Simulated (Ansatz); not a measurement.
Density of states of BaGePt (P2_13, 12 atoms in the cell).

```yaml
crystal:
  lattice:
    - [6.74700, 0.00000, 0.00000]
    - [0.00000, 6.74700, 0.00000]
    - [0.00000, 0.00000, 6.74700]
  atoms:
    - { symbol: Ge, position: [0.84400, 0.84400, 0.84400] }
    - { symbol: Ge, position: [0.65600, 0.15600, 0.34400] }
    - { symbol: Ge, position: [0.34400, 0.65600, 0.15600] }
    - { symbol: Ge, position: [0.15600, 0.34400, 0.65600] }
    - { symbol: Ba, position: [0.13800, 0.13800, 0.13800] }
    - { symbol: Ba, position: [0.36200, 0.86200, 0.63800] }
    - { symbol: Ba, position: [0.63800, 0.36200, 0.86200] }
    - { symbol: Ba, position: [0.86200, 0.63800, 0.36200] }
    - { symbol: Pt, position: [0.41000, 0.41000, 0.41000] }
    - { symbol: Pt, position: [0.09000, 0.59000, 0.91000] }
    - { symbol: Pt, position: [0.91000, 0.09000, 0.59000] }
    - { symbol: Pt, position: [0.59000, 0.91000, 0.09000] }
```

Method of the run: PBEsol, default PAW files made with PBE (plane waves; Ansatz, a quantum-chemistry and plane-wave program).

SCF settings: kpoints.mp_grid.grid = 3 3 3; hamiltonian.xc = pbesol; hamiltonian.pseudopotentials = {kind: paw} (the program's default PAW files); scf.occupations.method = cold; scf.occupations.width = 0.2 eV. Keys of the DOS step: output.dos.nscf_kmesh.grid = 5 5 5.

The starting cell comes from a database of published, mostly measured structures (it also holds non-ambient and calculated ones), without a prior relaxation at this level. Spin-orbit coupling is off. Spin polarisation is off.

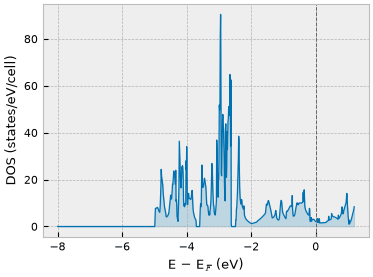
Figure. Total density of states, both spins summed.

Total DOS (both spins), as means of the tabulated values in each energy bin; the zero is the program's Fermi level or highest filled level, and the curve is cut to this window:

(E (eV), states/eV/cell): (-7.80, 0.00); (-7.40, 0.00); (-7.00, 0.00); (-6.60, 0.00); (-6.20, 0.00); (-5.80, 0.00); (-5.40, 0.00); (-5.00, 3.43); (-4.60, 11.6); (-4.20, 16.9); (-3.80, 8.04); (-3.40, 13.2); (-3.00, 27.3); (-2.60, 21.7); (-2.20, 8.33); (-1.80, 2.57); (-1.40, 6.67); (-1.00, 5.91); (-0.60, 8.53); (-0.20, 5.60); (0.20, 1.90); (0.60, 3.89); (1.00, 6.24)

Around zero the curve holds about 2.4 states/eV/cell.

Keys are those of Ansatz 0.2.
